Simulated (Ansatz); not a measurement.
F4MoS (SMILES [F][Mo]([F])([F])([F])=[S])

Input file:

```
crystal:
  periodic: [false, false, false]
  atoms:
    - {symbol: F, position_ang: [-0.867911, 0.087917, -1.693874]}
    - {symbol: F, position_ang: [-1.314738, -0.789920, 0.606556]}
    - {symbol: F, position_ang: [1.145746, -1.036762, 0.990324]}
    - {symbol: F, position_ang: [1.592567, -0.159116, -1.310168]}
    - {symbol: Mo, position_ang: [0.156695, -0.026037, -0.177240]}
    - {symbol: S, position_ang: [0.232956, 1.897957, 0.571620]}
basis:
  gaussian: {orbitals: def2-TZVPD}
hamiltonian: {xc: {name: PBE0}}
output: {forces: true, orbitals: {seedname: orbitals}}
```

Run with:

```sh
ansatz run input.yaml --threads 2 --pin off --max-ram 5220MiB --events-out events.jsonl --progress --plain --runs-dir runs
```

Geometry: PBE0-D4/def2-SVP; core potentials replace the inner electrons of Mo.

The calculation used isolated molecule in a Gaussian basis; Kohn-Sham density functional theory, functional PBE0 in Ansatz 0.2.0.

> What will maps of the electron density and electron localisation function show?

Mo–F (1.83 Å): ρ at the midpoint is about 1.2 e/Å³; the ELF peaks at about 0.80 in the valence shell of F, 0.5 Å from its nucleus, and drops to about 0.25 between the two atoms.
Mo–S (2.07 Å): the density is about 1.2 e/Å³ at the midpoint; the ELF peaks at about 0.70 in the valence shell of S, 0.8 Å from its nucleus, and is about 0.50 at the midpoint.

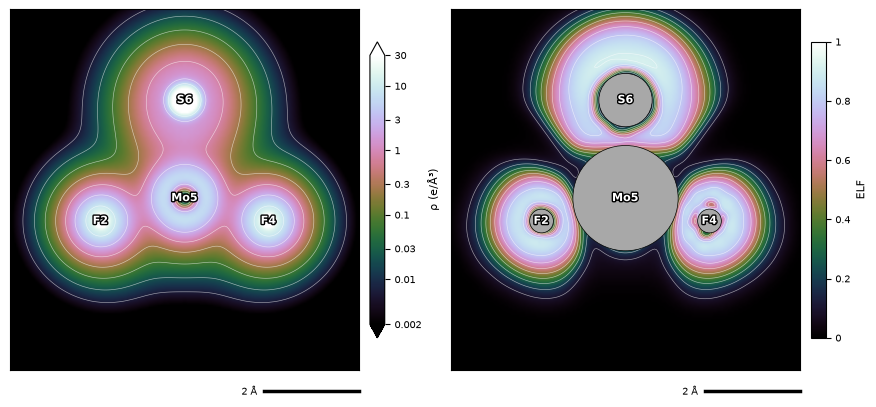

Computed electron density and electron localisation function on the plane of atoms F4, Mo5 and S6, in this order. Grey discs cover the atomic cores in the ELF map. 
